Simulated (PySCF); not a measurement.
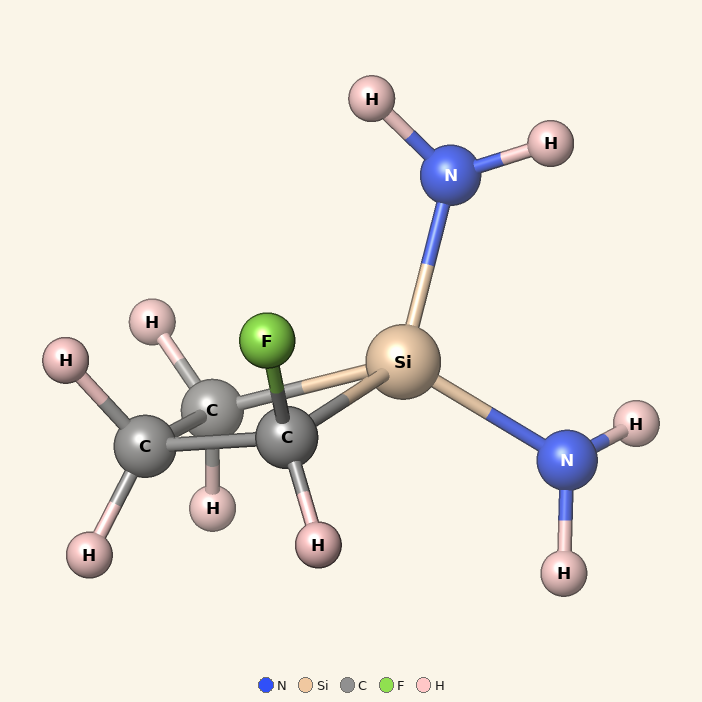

Depth is shown by fading: the farther an atom, the more it takes the colour of the background. The geometry was computed by an optimisation with GFN2-xTB. No frequency run is at hand to confirm it as a minimum.

Which symmetry elements does this geometry have?

It has no symmetry element but the identity, so the point group is C1. The group has 1 operation. The geometry is chiral, and symmetry allows a dipole moment.
